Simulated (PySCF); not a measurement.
C₆H₈, SMILES C(C=C)=CC=C, singlet at its GFN2-xTB optimised geometry (Å):

```
14

C      2.5521    -1.6654    -0.0001
C      1.8127    -0.5581    -0.0001
C      0.3741    -0.5577     0.0000
C     -0.3738     0.5581     0.0000
C     -1.8124     0.5581     0.0000
C     -2.5521     1.6653     0.0000
H      2.1000    -2.6439     0.0000
H      3.6279    -1.6348     0.0000
H      2.2920     0.4129    -0.0001
H     -0.1094    -1.5267     0.0000
H      0.1097     1.5271     0.0000
H     -2.2914    -0.4130     0.0000
H     -2.1004     2.6439     0.0000
H     -3.6279     1.6341     0.0001
```

Computed with PBE0/def2-TZVP in PySCF.

Map of the log10 of the electron density (e/bohr³), floored at −4 on the plane z = 1.2 Å:

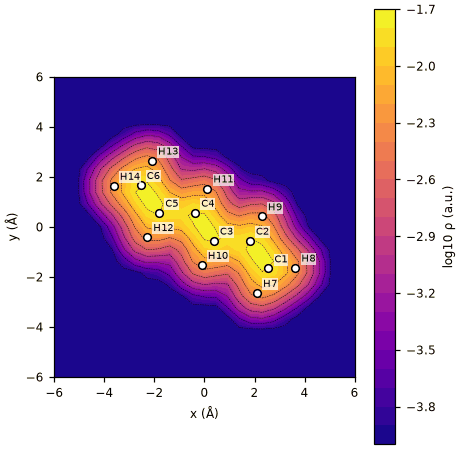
Fig. 1. Log10 of the electron density (e/bohr³), floored at −4 on the plane z = 1.2 Å.
